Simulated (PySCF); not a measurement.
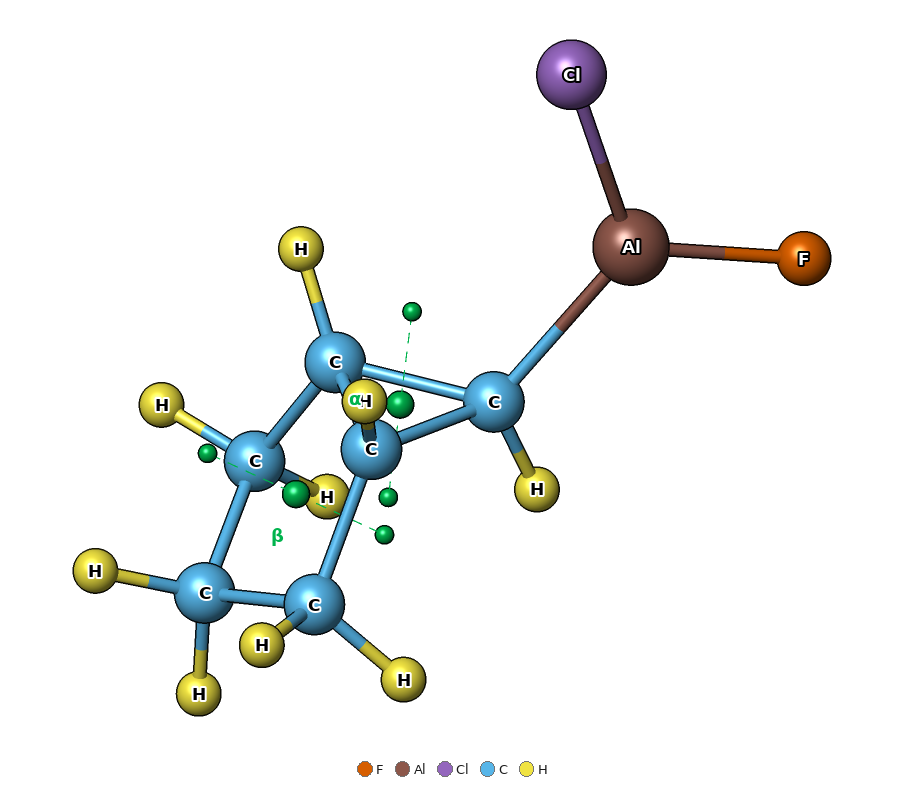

The small points mark where nucleus-independent chemical shifts (NICS) were computed: at the centre of each lettered ring and 1 Å above and below it. The computed structure is the end point of a GFN2-xTB optimisation. No frequency run is at hand to confirm it as a minimum. Method: GIAO PBE0/pcSseg-1 NMR shielding, non-relativistic, gas phase (PySCF 2.14.0).

Give NICS(0), NICS(1) and the out-of-plane component NICS(1)zz for each ring (means of the two sides).

| ring | members | NICS(0) | NICS(1) | NICS(1)zz |
| --- | --- | --- | --- | --- |
| α | C3 | −46.2 | −9.5 | −24.2 |
| β | C5 | −7.2 | −4.1 | −2.5 |

Values in ppm.

### What do the values say about the ring currents?

Ring β: weak, as in a non-aromatic ring. NICS is one index among several.

The geometry is semi-empirical. Around Al such bond lengths and angles can be off by a tenth of an ångström or more and by several degrees, and values that hang on the shape move with them.
